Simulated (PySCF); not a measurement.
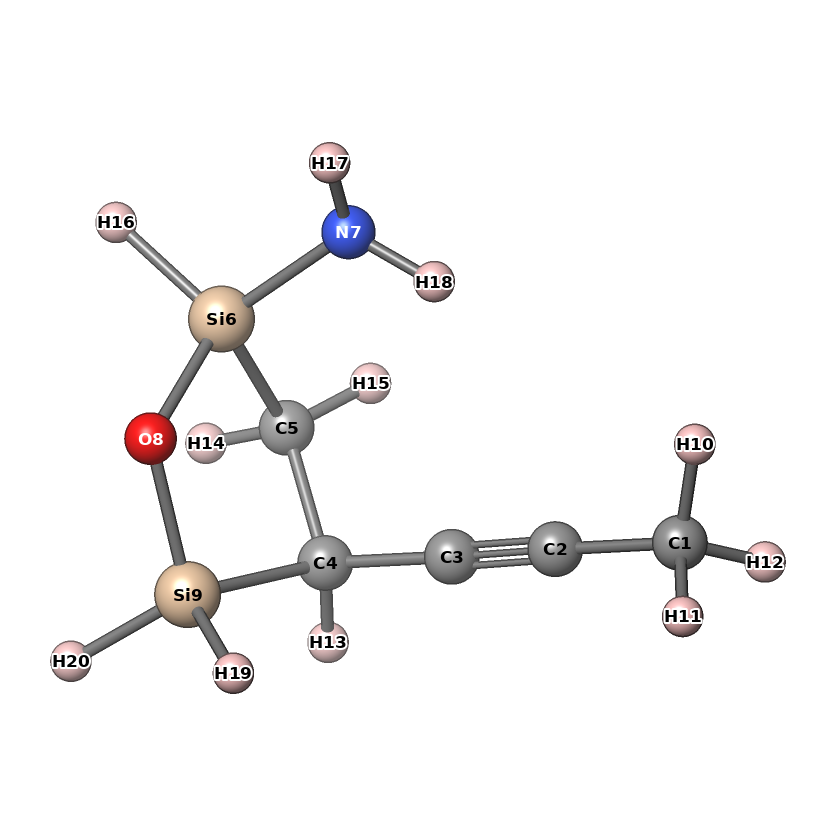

Distant atoms are faded towards the background colour. Computed geometry: PBE0-D3(BJ)/def2-SVP optimisation. No frequency run is at hand to confirm it as a minimum.

Find the stereocentres and stereogenic double bonds.

Centres: C4, Si6.

What are the Cahn–Ingold–Prelog descriptors?

C4: R (priorities Si9 > C5 > C3 > H13); Si6: R (priorities O8 > N7 > C5 > H16).
